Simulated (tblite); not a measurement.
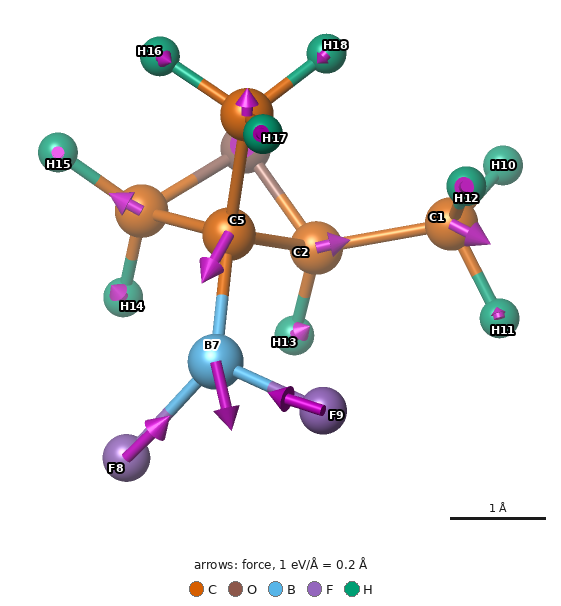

Starting geometry of C$_{5}$H$_{9}$BF$_{2}$O with the computed forces as purple arrows. The picture is a ball-and-stick view, seen at a tilt.

These are results of GFN2-xTB geometry optimisation, gas phase (tblite), not measurements. 

### Is this structure relaxed? If not, where do the atoms go?

It isn't relaxed: the largest force vector, on the B atom, is 3.74 eV/Å. The final displacements have little in common with the starting forces (cosine between the two patterns 0.23). An H atom moves most after the best rigid fit: 1.47 Å. By element the largest moves are H 1.47 Å, F 0.96 Å, O 0.77 Å, C 0.34 Å, B 0.33 Å. Among the contacts that change: B–F 1.457 → 1.316 Å, C–C 1.519 → 1.570 Å, C–C 1.507 → 1.544 Å, C–H 1.135 → 1.100 Å. Among the angles between lasting bonds that change: C–O–C 84.0° → 92.7°, C–C–H 117.0° → 109.2°, O–C–C 85.7° → 92.5°. Groups turn about C–C by about 50°, C–C by about 40°, C–C by about 35°. After 136 geometry steps the energy has fallen by 2.001 eV.
